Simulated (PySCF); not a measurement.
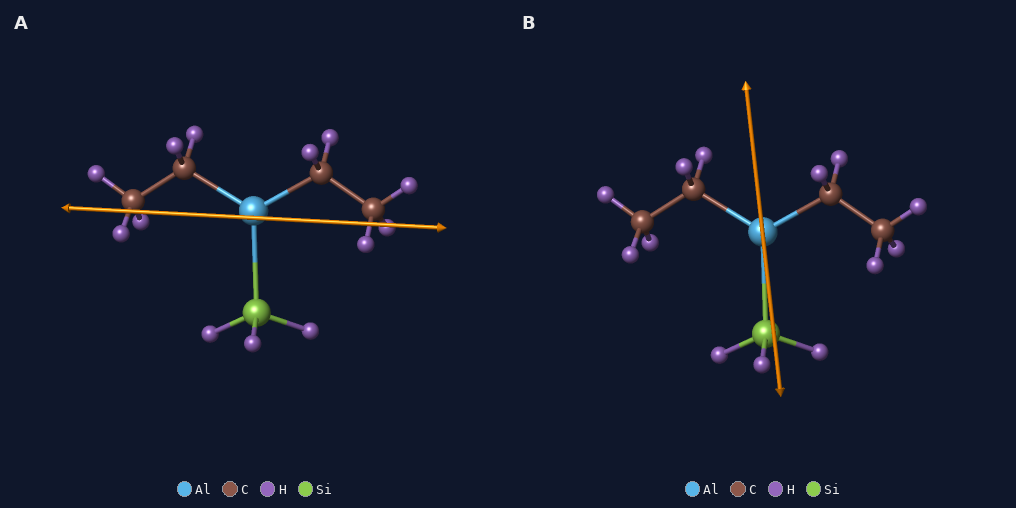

The double arrows show the directions of two transition dipoles from the ground state (lengths mean nothing). Computed geometry: PBE0-D3(BJ)/def2-SVP optimisation. No frequency run is at hand to confirm it as a minimum. Properties computed with TDDFT CAM-B3LYP/def2-SVPD, vertical, gas phase, core orbitals frozen in the response (PySCF 2.14.0).

> One belongs to singlet state 3 and one to singlet state 4. Which is which?

A: state 4, 6.25 eV (198 nm), oscillator strength 0.057, mainly HOMO−1 → LUMO+1 (weight 0.89).
B: state 3, 6.02 eV (206 nm), oscillator strength 0.14, mainly HOMO → LUMO+1 (weight 0.93).
